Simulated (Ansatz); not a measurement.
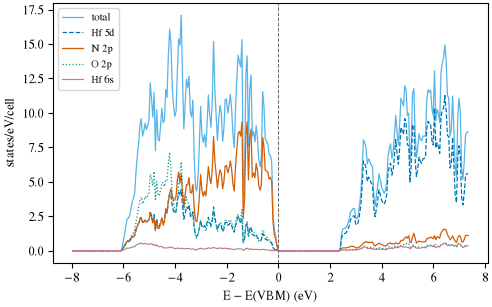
Fig. 1. Total and projected density of states of Hf2N2O in space group C2/m (No. 12; Pearson symbol mS30), r²SCAN (plane waves, PAW; program Ansatz)

Problem. Which orbitals carry the states next to the gap?

Solution. Top 1 eV of the valence band: N 2p 72 %, O 2p 12 %, Hf 5d 11 %. Bottom 1 eV of the conduction band: Hf 5d 80 %, N 2p 9 %. Projections are on Löwdin-orthogonalised atomic valence shells; empty p or d shells of many metals are not among them.

Problem. Where is the tallest occupied peak in this window, and what makes it?

Solution. Near -3.8 eV, about 17 states/eV per cell; the largest projected share is O 2p.

The workflow started from a Materials Project entry (that database holds measured and hypothetical structures alike); the Crystallography Open Database copy checked does not list it. Whether it is the stable phase at ambient conditions was not checked. The r²SCAN relaxation kept the symmetry of its start; its stability against distortions is not shown here. The run is not spin-polarised. Scalar-relativistic: spin–orbit coupling is off unless named, which matters more the heavier the elements.

Potentials: the later of the program's two PAW sets.
